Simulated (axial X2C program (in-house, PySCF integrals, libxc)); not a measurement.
# Run report: SbF⁺, relativistic diatomic calculation

System: SbF⁺, single determinant with Ω = 1/2.
Method: PBE0, two-component X2C with atomic mean-field Coulomb and Gaunt terms, Sb dyall-cv3z, F dyall-av3z (cores contracted) (axial X2C program (in-house, PySCF integrals, libxc)).

Output:
```
two-component X2C + atomic mean field  PBE0
basis functions 178  fitting functions 924  grid points 5077
iter        total energy     max residual
   1      -6577.338178166     7.56e-05
   2      -6577.338178167     2.61e-05
   3      -6577.338178172     3.29e-06
converged
one-electron -9275.00116293  Coulomb 2752.50455854  exact exchange -44.76796653  xc functional -137.08973441  nuclear repulsion 130.79824438  atomic mean-field constant -3.78211722
```

The points of the curve:

```
R (Å)   E (hartree)  dipole (D; origin at the first atom, positive when the second is positive)  highest filled (eV)  lowest empty (eV)
1.616  −6577.288868                                                                       −0.43               −13.08             −10.60
1.690  −6577.318279                                                                       −0.80               −13.25             −10.76
1.746  −6577.330546                                                                       −1.06               −13.37             −10.88
1.801  −6577.336675                                                                       −1.33               −13.49             −10.99
1.857  −6577.338178                                                                       −1.58               −13.61             −11.10
1.922  −6577.335614                                                                       −1.87               −13.73             −11.22
1.987  −6577.329712                                                                       −2.15               −13.86             −11.34
2.071  −6577.318837                                                                       −2.48               −14.00             −11.48
2.173  −6577.302583                                                                       −2.86               −14.16             −11.64
2.321  −6577.276550                                                                       −3.33               −14.36             −11.84
```

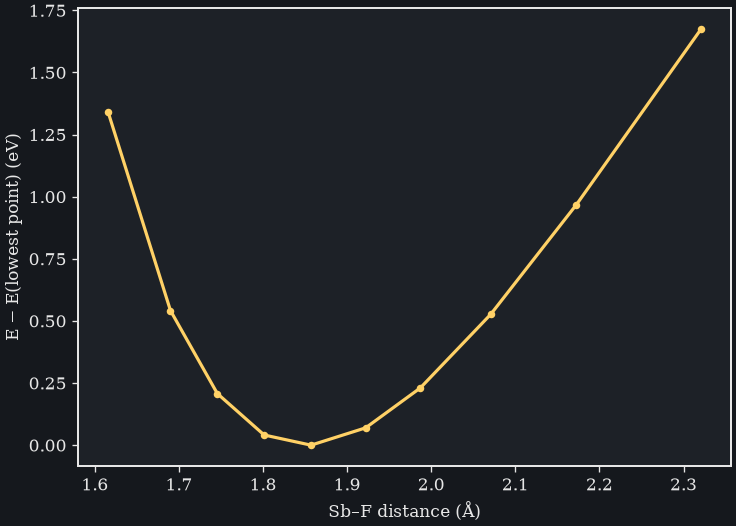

Fig. 1: Energy at 10 bond lengths, for one set of occupations held fixed; the line joins the points. A polynomial of degree 6 through 9 points gives rₑ = 1.851 Å, ωₑ = 719.3 cm⁻¹, ωₑxₑ = 2.7 cm⁻¹ and Bₑ = 0.2998 cm⁻¹. The minimum lies 4.43 eV below Sb⁺ + F, each computed as one determinant at the same level.

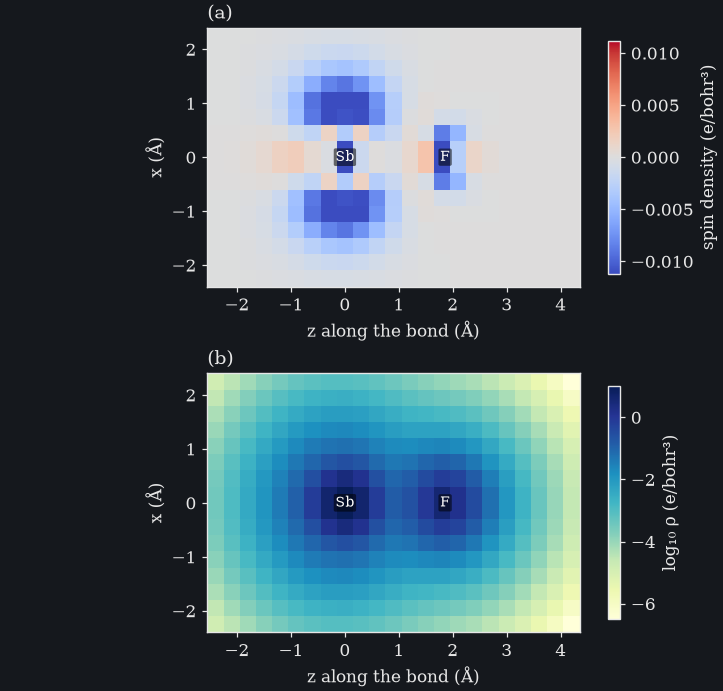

Fig. 2: (a) spin density; (b) electron density on a logarithmic scale, in a plane that holds the axis, at 1.86 Å, on points 0.3 Å apart (one half computed, the other mirrored); the structure near the nuclei is finer than these points.

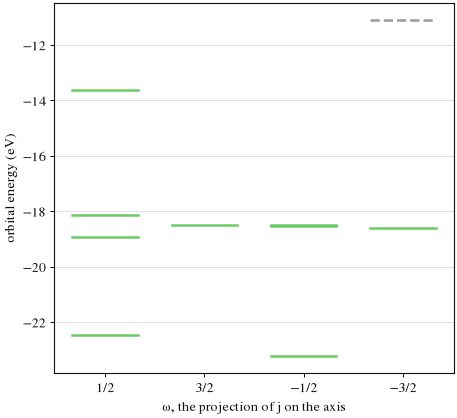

Fig. 3: Orbital energies near the frontier at 1.86 Å, filled (solid) and empty (dashed). The highest filled spinor (1/2; 85 % Sb p, 9 % F p) lies at −13.61 eV, the lowest empty one (−3/2; 86 % Sb p, 8 % F p) at −11.10 eV.

Input:
```
{"zs": [51, 9], "q": 1, "bas": ["dyall-cv3z", "dyall-av3z"], "levels": ["PBE0", "HF", "BP86"], "cc": true, "r0": 2.04, "thr": -1.0, "nmax": 90, "npts": 10, "nst": 2, "ntry": 6}
```

The line is the task of a batch: nuclear charges, charge, bases, the levels to run, a first guess of the distance and further settings. This report covers PBE0 with spin-orbit coupling. The log is that of the reference distance 1.857 Å, started from orbitals converged before.

The run was one of a batch that the task file lists, launched with:
```bash
python <driver script> task.json out
```

Key numbers:

| quantity | value |
| --- | --- |
| outcome | converged |
| bond length rₑ | 1.851 Å |
| ωₑ | 719.3 cm⁻¹ |
| energy at the minimum | −6577.33820 hartree |
| depth below the fragments | 4.43 eV |
| hardware | 1 thread of Arm Neoverse V2, 24 GiB of memory available, shared host |
| wall time | 9.2 s |
| peak memory | 0.68 GiB |
